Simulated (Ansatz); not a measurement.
# Hypothetical zinc blende KF, pressure series

Base system: KF in the zinc blende structure (space group F-43m, No. 216; a = 5.9502 Å; a hypothetical phase, not in the database extracts checked).

Cell and atoms are relaxed at each pressure.

The values are results of PBE (Ansatz, a first-principles code, PAW, without spin-orbit coupling), not measurements.

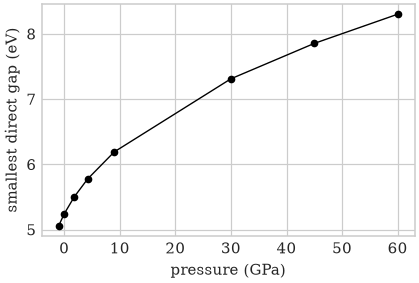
Figure. Smallest direct gap against pressure

```tsv
pressure (GPa)	smallest direct gap
-1	5.06 eV
1.8	5.50 eV
4.2	5.77 eV
9	6.19 eV
30	7.31 eV
45	7.85 eV
60	8.30 eV
```

Load acts through the strain it causes; cell and atoms are relaxed under it. Stability against distortions was not tested. Competing high-pressure phases were not computed.
